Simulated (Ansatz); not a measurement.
**H₅NSSi₂: geometry and vibrations**

Aim: relax H₅NSSi₂ from a cheap starting geometry, then compute its harmonic vibrations to see whether it is a minimum and to get the zero-point energy and entropy, and look at its orbitals and charge.

Program: Ansatz 0.2.0, Gaussian basis. Level of theory: RKS PBE0-D4/def2-TZVP. These are calculated values, not measurements.

Plan: relaxation at PBE-D4/def2-SVP; relaxation at PBE0-D4/def2-TZVP; harmonic vibrations at the same level; a single point in def2-TZVPP for the fields.

**1. The system as given**

SMILES `N[SiH]1[SiH2]S1`, 9 atoms, charge 0, spin multiplicity 1.

Atoms are counted from 1 here; the program's logs count them from 0.

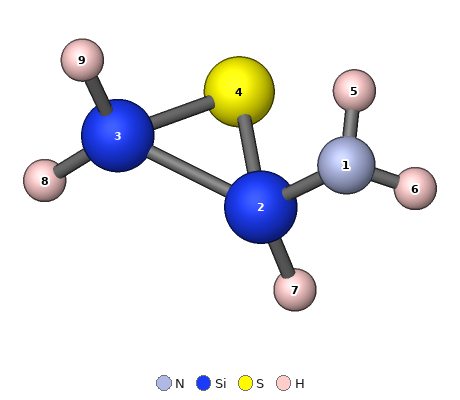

Start geometry, drawn with nitrogen light blue, silicon blue, sulfur yellow, hydrogen pink; atoms are numbered from 1 in the order of the file.

As a file:

```mol
H5NSSi2
  3D, bonds by distance, orders not assigned

  9  9  0  0  0  0  0  0  0  0999 V2000
   -0.1899    1.6715   -0.6061 N   0  0
    0.5283    0.2070   -0.5166 Si  0  0
    0.3443   -1.1520    1.2402 Si  0  0
   -1.1064   -1.0269   -0.2186 S   0  0
   -1.1924    1.5754   -0.3019 H   0  0
   -0.3517    1.9690   -1.6033 H   0  0
    1.1460   -0.1816   -1.8113 H   0  0
    1.0414   -2.4853    1.2051 H   0  0
   -0.1312   -0.6235    2.5954 H   0  0
  1  2  8  0
  2  3  8  0
  3  4  8  0
  1  5  8  0
  1  6  8  0
  2  7  8  0
  3  8  8  0
  3  9  8  0
  2  4  8  0
M  END
```

The start is a force-field geometry with small random shifts, so a cheaper pass at PBE-D4/def2-SVP comes first.

**2. Relaxation at PBE-D4/def2-SVP (cheap first pass)**

in.yaml

```yaml
crystal:
  periodic: [false, false, false]
  atoms:
    - {symbol: N, position_ang: [-0.189900, 1.671500, -0.606100]}
    - {symbol: Si, position_ang: [0.528300, 0.207000, -0.516600]}
    - {symbol: Si, position_ang: [0.344300, -1.152000, 1.240200]}
    - {symbol: S, position_ang: [-1.106400, -1.026900, -0.218600]}
    - {symbol: H, position_ang: [-1.192400, 1.575400, -0.301900]}
    - {symbol: H, position_ang: [-0.351700, 1.969000, -1.603300]}
    - {symbol: H, position_ang: [1.146000, -0.181600, -1.811300]}
    - {symbol: H, position_ang: [1.041400, -2.485300, 1.205100]}
    - {symbol: H, position_ang: [-0.131200, -0.623500, 2.595400]}
basis:
  gaussian: {orbitals: def2-SVP}
hamiltonian: {xc: pbe, dispersion: d4}
relax: {f_tol: 0.03, max_steps: 200}
```

Launch:

```
> ansatz run in.yaml --threads 2 --pin off --events-out ev --progress --plain --max-ram 4352MiB
```

Standard output (excerpt; [...] marks lines left out):

```text
Functional definition: PBE
  name "PBE"
  cite "Perdew, Burke & Ernzerhof, Phys. Rev. Lett. 77, 3865 (1996) doi:10.1103/PhysRevLett.77.3865"
  parent pbe
[...]
1059 factors; their error is unknown
[...]
mean field -28138.04627588 eV, -1034.0541279856 hartree, gradient 5.4e-6 eV, S^2 0.000000; 0 other end points of the search recorded, 0 dependent functions left out
[...]
reference -28138.04631043 eV, -1034.0541292556 hartree; 28, 28 occupied and 65, 65 virtual orbitals, 1059 factors
relax step   1: F+E_penalty+E_count = -28138.30299341 eV  Δ(F+E_penalty+E_count) = +0.000e0 eV  max|allowed force component| = 4.336e0 eV/Å  Δτ_max = 0.0000 Å  (29 SCF iters, accepted)
[...]
relax step   7: F+E_penalty+E_count = -28139.43868810 eV  Δ(F+E_penalty+E_count) = -6.927e-4 eV  max|allowed force component| = 1.086e-1 eV/Å  Δτ_max = 0.0245 Å  (29 SCF iters, accepted)
[...]
relax step   8: F+E_penalty+E_count = -28139.43954057 eV  Δ(F+E_penalty+E_count) = -8.525e-4 eV  max|allowed force component| = 1.470e-2 eV/Å  Δτ_max = 0.0198 Å  (29 SCF iters, accepted)
1059 factors; their error is unknown
mean field -28139.19765180 eV, -1034.0964402703 hartree, gradient 1.8e-5 eV, S^2 0.000000; 1 other end points of the search recorded, 0 dependent functions left out
[...]
reference -28139.19768690 eV, -1034.0964415604 hartree; 28, 28 occupied and 65, 65 virtual orbitals, 1059 factors
Total energy: -28139.43957568 eV, -1034.1053308090 hartree
Atom 0 at    -0.190249     1.707981    -0.722081 Å, force    -0.009797     0.008328    -0.014479 eV/Å
Atom 1 at     0.268788     0.037398    -0.681447 Å, force    -0.002134    -0.008068     0.014697 eV/Å
Atom 2 at     0.285418    -1.199638     1.212393 Å, force     0.013663     0.003901    -0.006873 eV/Å
Atom 3 at    -1.184454    -1.586557    -0.364422 Å, force    -0.001976     0.008451    -0.014449 eV/Å
Atom 4 at    -0.776938     2.080274     0.029544 Å, force     0.007912    -0.002970    -0.004898 eV/Å
Atom 5 at    -0.455820     2.119118    -1.622466 Å, force     0.000613    -0.012041     0.012848 eV/Å
Atom 6 at     1.172149    -0.207246    -1.850694 Å, force    -0.005253     0.003183     0.007416 eV/Å
Atom 7 at     1.259025    -2.313243     1.478990 Å, force    -0.003180    -0.001986     0.002335 eV/Å
Atom 8 at    -0.289520    -0.684488     2.503083 Å, force     0.000153     0.001201     0.003404 eV/Å
Dipole moment:     0.041353     0.456699    -0.009632 e Å
```

It took 13 s on 2 threads of Arm Neoverse V2, shared host.

Relaxation path:

```
step  energy from step 1 (eV)  largest force component (eV/Å)
   1                   0.0000                          4.3356
   2                  -0.7698                          1.8852
   3                  -1.0324                          0.7757
   4                  -1.0972                          0.2199
   5                  -1.1271                          0.2732
   6                  -1.1350                          0.1086
   7                  -1.1357                          0.1086
   8                  -1.1365                          0.0147
```

Close pairs (by a distance rule), those that changed most:

```csv
bond,before (Å),after (Å),change (Å)
Si2–S4,2.070,2.202,+0.133
Si3–S4,2.061,2.190,+0.129
N1–Si2,1.634,1.733,+0.099
Si2–Si3,2.229,2.262,+0.033
N1–H5,1.052,1.024,-0.028
N1–H6,1.053,1.025,-0.028
Si3–H9,1.530,1.504,-0.026
Si2–H7,1.486,1.498,+0.011
```

**3. Optimising with PBE0-D4/def2-TZVP**

in.yaml

```yaml
crystal:
  periodic: [false, false, false]
  atoms:
    - {symbol: N, position_ang: [-0.190249, 1.707981, -0.722081]}
    - {symbol: Si, position_ang: [0.268788, 0.037398, -0.681447]}
    - {symbol: Si, position_ang: [0.285418, -1.199638, 1.212393]}
    - {symbol: S, position_ang: [-1.184454, -1.586557, -0.364422]}
    - {symbol: H, position_ang: [-0.776938, 2.080274, 0.029544]}
    - {symbol: H, position_ang: [-0.455820, 2.119118, -1.622466]}
    - {symbol: H, position_ang: [1.172149, -0.207246, -1.850694]}
    - {symbol: H, position_ang: [1.259025, -2.313243, 1.478990]}
    - {symbol: H, position_ang: [-0.289520, -0.684488, 2.503083]}
basis:
  gaussian: {orbitals: def2-TZVP}
hamiltonian: {xc: pbe0, dispersion: d4}
relax: {f_tol: 0.005, max_steps: 150}
```

The command is unchanged.

Standard output (excerpt; [...] marks lines left out):

```text
Functional definition: PBE0
  name "PBE0"
  cite "Adamo & Barone, J. Chem. Phys. 110, 6158 (1999) doi:10.1063/1.478522"
  cite "Perdew, Burke & Ernzerhof, Phys. Rev. Lett. 77, 3865 (1996) doi:10.1103/PhysRevLett.77.3865"
  parent pbe
[...]
1182 factors; their error is unknown
[...]
mean field -28153.03499948 eV, -1034.6049534185 hartree, gradient 4.9e-5 eV, S^2 0.000000; 0 other end points of the search recorded, 0 dependent functions left out
[...]
reference -28153.03503196 eV, -1034.6049546118 hartree; 28, 28 occupied and 144, 144 virtual orbitals, 1182 factors
relax step   1: F+E_penalty+E_count = -28153.24115031 eV  Δ(F+E_penalty+E_count) = +0.000e0 eV  max|allowed force component| = 5.918e-1 eV/Å  Δτ_max = 0.0000 Å  (27 SCF iters, accepted)
[...]
Total energy: -28153.29487837 eV, -1034.6145037914 hartree
Atom 0 at    -0.230398     1.674104    -0.723896 Å, force     0.000892    -0.002296    -0.000570 eV/Å
Atom 1 at     0.252282     0.041616    -0.660700 Å, force    -0.000125     0.000909     0.000678 eV/Å
Atom 2 at     0.298380    -1.195232     1.207606 Å, force     0.000014    -0.000700    -0.000153 eV/Å
Atom 3 at    -1.167893    -1.552823    -0.336838 Å, force    -0.000350     0.000434    -0.000355 eV/Å
Atom 4 at    -0.820913     2.071011    -0.011432 Å, force    -0.000519     0.000821     0.000165 eV/Å
Atom 5 at    -0.368106     2.122483    -1.615602 Å, force    -0.000390     0.000632     0.000000 eV/Å
Atom 6 at     1.141645    -0.197809    -1.817906 Å, force    -0.000114     0.000190    -0.000009 eV/Å
Atom 7 at     1.248724    -2.308170     1.452296 Å, force     0.000412    -0.000193     0.000660 eV/Å
Atom 8 at    -0.265323    -0.701582     2.489372 Å, force     0.000179     0.000203    -0.000416 eV/Å
Dipole moment:     0.060135     0.434869    -0.009760 e Å
```

Run time: 34 s. Hardware: 2 threads of Arm Neoverse V2, shared host.

Relaxation path:

```
step  energy from step 1 (eV)  largest force component (eV/Å)
   1                   0.0000                          0.5918
   2                  -0.0455                          0.2247
   3                  -0.0516                          0.0956
   4                  -0.0525                          0.0429
   5                  -0.0533                          0.0411
   6                  -0.0537                          0.0190
   7                  -0.0537                          0.0054
   8                  -0.0537                          0.0023
```

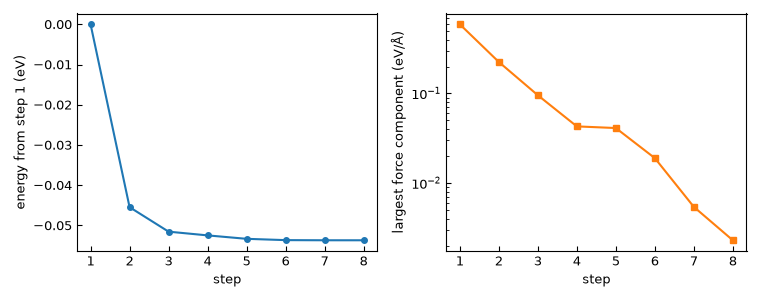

Energy and force, step by step.

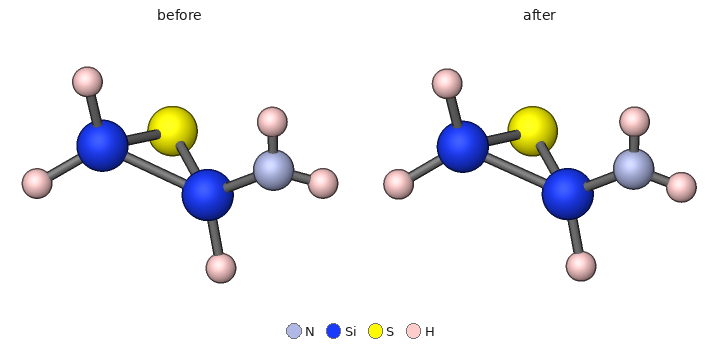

The geometry before (left) and after (right).

Distances of close pairs at the start and the end, largest changes first:

```csv
bond,before (Å),after (Å),change (Å)
Si2–S4,2.202,2.160,-0.043
Si3–S4,2.190,2.159,-0.031
N1–Si2,1.733,1.704,-0.029
Si2–Si3,2.262,2.241,-0.021
Si3–H8,1.503,1.484,-0.019
Si3–H9,1.504,1.485,-0.019
Si2–H7,1.498,1.479,-0.019
N1–H6,1.025,1.008,-0.017
```

Mulliken charges of the relaxed molecule (report file):

```
atom  value (e)
  N1      -0.61
 Si2       0.34
 Si3       0.10
  S4      -0.32
  H5       0.25
  H6       0.24
  H7       0.00
  H8       0.00
  H9       0.00
```

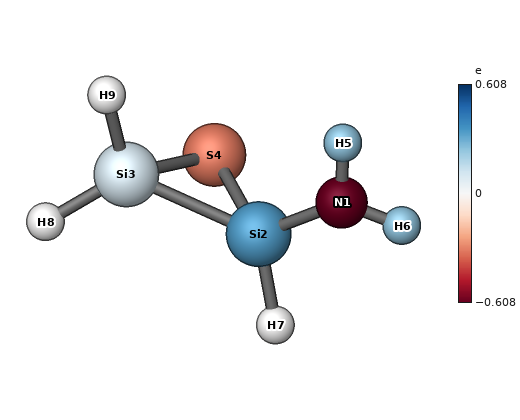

Mulliken charges of the relaxed molecule (report file), as colours on the atoms.

**4. Vibrations by finite differences**

in.yaml

```yaml
crystal:
  periodic: [false, false, false]
  atoms:
    - {symbol: N, position_ang: [-0.230398, 1.674104, -0.723896]}
    - {symbol: Si, position_ang: [0.252282, 0.041616, -0.660700]}
    - {symbol: Si, position_ang: [0.298380, -1.195232, 1.207606]}
    - {symbol: S, position_ang: [-1.167893, -1.552823, -0.336838]}
    - {symbol: H, position_ang: [-0.820913, 2.071011, -0.011432]}
    - {symbol: H, position_ang: [-0.368106, 2.122483, -1.615602]}
    - {symbol: H, position_ang: [1.141645, -0.197809, -1.817906]}
    - {symbol: H, position_ang: [1.248724, -2.308170, 1.452296]}
    - {symbol: H, position_ang: [-0.265323, -0.701582, 2.489372]}
basis:
  gaussian: {orbitals: def2-TZVP}
hamiltonian: {xc: pbe0, dispersion: d4}
phonons: {temperatures: {t_min: 298.15, t_max: 900, t_step: 200}}
```

Same command.

Standard output (excerpt; [...] marks lines left out):

```text
Functional definition: PBE0
  name "PBE0"
  cite "Adamo & Barone, J. Chem. Phys. 110, 6158 (1999) doi:10.1063/1.478522"
  cite "Perdew, Burke & Ernzerhof, Phys. Rev. Lett. 77, 3865 (1996) doi:10.1103/PhysRevLett.77.3865"
  parent pbe
[...]
1182 factors; their error is unknown
[...]
mean field -28153.08672950 eV, -1034.6068544614 hartree, gradient 7.9e-5 eV, S^2 0.000000; 0 other end points of the search recorded, 0 dependent functions left out
[...]
reference -28153.08676166 eV, -1034.6068556435 hartree; 28, 28 occupied and 144, 144 virtual orbitals, 1182 factors
[...]
1182 factors; their error is unknown
mean field -28153.08666914 eV, -1034.6068522433 hartree, gradient 9.6e-7 eV, S^2 0.000000; 0 other end points of the search recorded, 0 dependent functions left out
[...]
reference -28153.08670131 eV, -1034.6068534255 hartree; 28, 28 occupied and 144, 144 virtual orbitals, 1182 factors
[...]
Atom 1 at     0.252282     0.041616    -0.660700 Å, force    -0.000088     0.000904     0.000642 eV/Å
Atom 2 at     0.298380    -1.195232     1.207606 Å, force    -0.000004    -0.000711    -0.000116 eV/Å
Atom 3 at    -1.167893    -1.552823    -0.336838 Å, force    -0.000374     0.000425    -0.000345 eV/Å
Atom 4 at    -0.820913     2.071011    -0.011432 Å, force    -0.000513     0.000812     0.000149 eV/Å
Atom 5 at    -0.368106     2.122483    -1.615602 Å, force    -0.000390     0.000638    -0.000017 eV/Å
Atom 6 at     1.141645    -0.197809    -1.817906 Å, force    -0.000110     0.000195    -0.000008 eV/Å
Atom 7 at     1.248724    -2.308170     1.452296 Å, force     0.000421    -0.000193     0.000658 eV/Å
Atom 8 at    -0.265323    -0.701582     2.489372 Å, force     0.000187     0.000201    -0.000432 eV/Å
Dipole moment:     0.060135     0.434870    -0.009762 e Å
Vibrations: 144.64 214.76 241.38 379.32 382.24 437.73 483.15 569.28 588.17 608.32 701.24 758.12 888.80 921.91 950.54 1576.96 2220.96 2234.14 2254.60 3601.55 3699.85 cm⁻¹, zero-point energy 1.478987 eV
```

Wall time 2.4 min (2 threads of Arm Neoverse V2, shared host).

Motions are named by where the mode's potential energy lies. The modes, unscaled (a negative number is an imaginary wavenumber):

| mode | cm⁻¹ | motion |
| --- | --- | --- |
| 1 | 145 | bend |
| 2 | 215 | bend |
| 3 | 241 | torsion |
| 4 | 379 | Si–S stretch with bend |
| 5 | 382 | torsion |
| 6 | 438 | bend with Si–Si stretch |
| 7 | 483 | bend |
| 8 | 569 | Si–S and Si–Si stretch |
| 9 | 588 | bend |
| 10 | 608 | bend with torsion |
| 11 | 701 | bend |
| 12 | 758 | bend |
| 13 | 889 | Si–N stretch |
| 14 | 922 | bend |
| 15 | 951 | bend |
| 16 | 1577 | bend |
| 17 | 2221 | Si–H stretch |
| 18 | 2234 | Si–H stretch |
| 19 | 2255 | Si–H stretch |
| 20 | 3602 | N–H stretch |
| 21 | 3700 | N–H stretch |

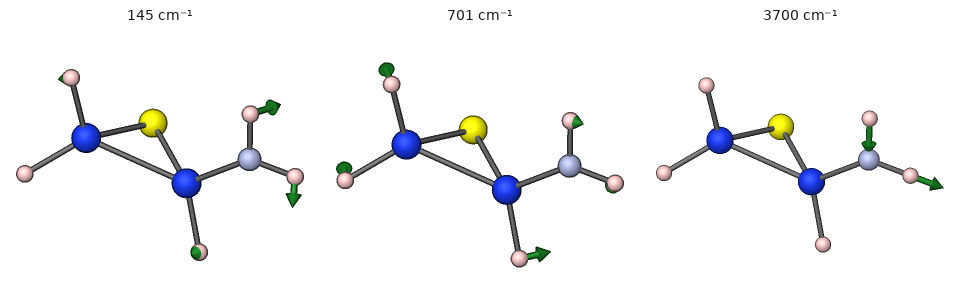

Displacements of 3 modes, as arrows.

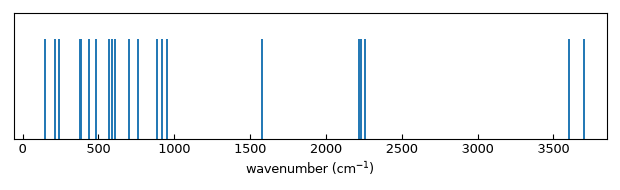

The harmonic wavenumbers as sticks (no intensities were computed).

Ideal gas, rigid rotor and harmonic oscillator at 298.15 K and 1 bar, with symmetry number 1:

| term | value |
| --- | --- |
| zero-point energy | 34.1 kcal/mol |
| H(298) − E | 38.8 kcal/mol |
| entropy, translation | 167.2 J/(mol K) |
| entropy, rotation | 112.1 J/(mol K) |
| entropy, vibration | 52.3 J/(mol K) |
| entropy, total | 331.6 J/(mol K) |

**5. A single point for the fields**

in.yaml, as its differences from that of step 4:

```diff
@@ -13,4 +13,4 @@
 basis:
-  gaussian: {orbitals: def2-TZVP}
+  gaussian: {orbitals: def2-TZVPP}
 hamiltonian: {xc: pbe0, dispersion: d4}
-phonons: {temperatures: {t_min: 298.15, t_max: 900, t_step: 200}}
+output: {orbitals: {seedname: orbitals}}
```

The command is unchanged.

Standard output:

```text
Functional definition: PBE0
  name "PBE0"
  cite "Adamo & Barone, J. Chem. Phys. 110, 6158 (1999) doi:10.1063/1.478522"
  cite "Perdew, Burke & Ernzerhof, Phys. Rev. Lett. 77, 3865 (1996) doi:10.1103/PhysRevLett.77.3865"
  parent pbe
  parameter a = 0.25
  parameter kappa = 0.804
  parameter beta = 0.06672455060314922
  exchange = (1 - a)*pbe_x(kappa = kappa, mu = beta*pi^2/3) + a*exact_x
  correlation = pbe_c(beta = beta)
1347 factors; their error is unknown
mean field evaluation 1: about -28146.8691 eV, gradient 5.7e1 eV
mean field evaluation 2: about -28138.6605 eV, gradient 8.0e1 eV
mean field evaluation 4: about -28153.0562 eV, gradient 4.4e0 eV
mean field evaluation 8: about -28153.1511 eV, gradient 1.9e-1 eV
mean field evaluation 16: about -28153.1512 eV, gradient 6.3e-5 eV
mean field -28153.15118938 eV, -1034.6092233183 hartree, gradient 6.3e-5 eV, S^2 0.000000; 0 other end points of the search recorded, 0 dependent functions left out
reference -28153.15122125 eV, -1034.6092244895 hartree; 28, 28 occupied and 199, 199 virtual orbitals, 1347 factors
Total energy: -28153.35934126 eV, -1034.6168727589 hartree
```

It took 3.8 s on 2 threads of Arm Neoverse V2, shared host.

Orbitals, density, ELF and potential are computed afterwards from the orbital file.

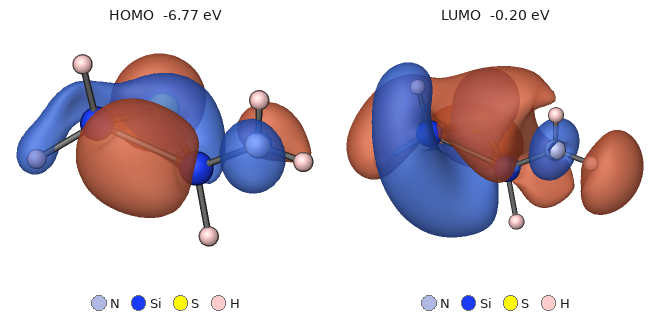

Frontier orbitals at PBE0-D4/def2-TZVPP; each surface holds 70 % of the orbital's density, blue and red mark the sign.

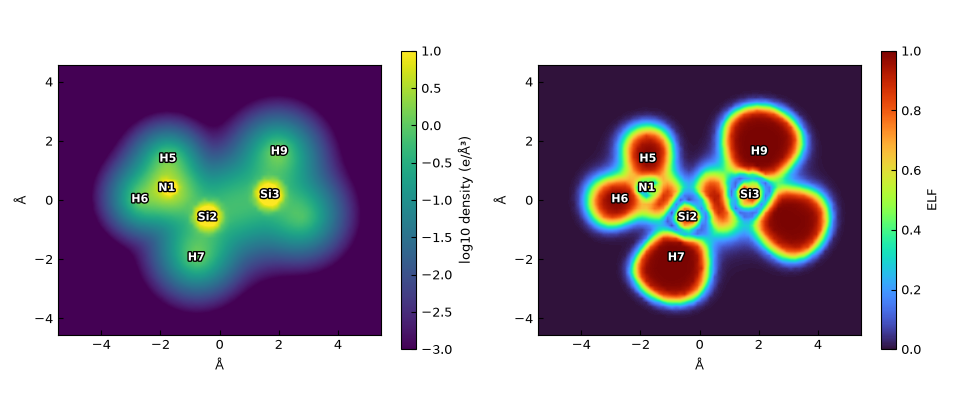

Density (left) and ELF (right) in a plane through or near 7 of the atoms.

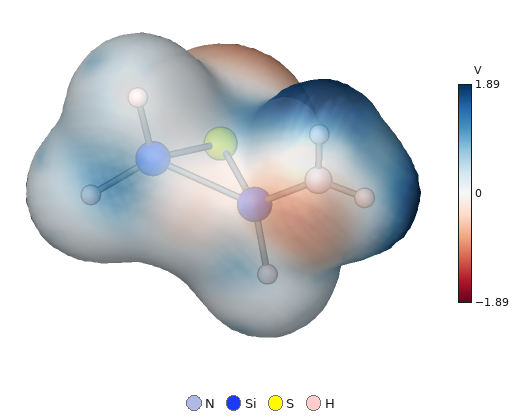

Electrostatic potential on the surface of density 0.002 e/bohr³; red is low, blue high. It runs, from the 1st to the 99th percentile, from -0.81 V near N1 to 1.89 V near H6.

**6. What came out**

| quantity | value |
| --- | --- |
| point group | C1 |
| steps | 8 + 8 |
| shift from the start (rms) | 0.350 Å |
| total energy | -28153.2949 eV |
| dispersion term | -208 meV |
| dipole moment | 2.11 D |
| lowest, highest wavenumber | 145, 3700 cm⁻¹ |
| zero-point energy | 34.1 kcal/mol |
| entropy at 298.15 K | 331.6 J/(mol K) |
| HOMO, LUMO | -6.77, -0.20 eV |

In words: The atoms moved 0.35 Å (rms) from the start; the bond that changed most is Si3–S4, from 2.061 to 2.159 Å. All wavenumbers are real, so the end point is a minimum. The stiffest mode, 3700 cm⁻¹, is an N–H stretch. Harmonic hybrid wavenumbers usually lie a few per cent above measured fundamentals. The largest Mulliken charge, -0.61 e, sits on N1. The HOMO lies mostly on S4 32 %; Si2, Si3 about 21 % each and the LUMO on Si2, Si3 about 17 % each; S4 16 %.
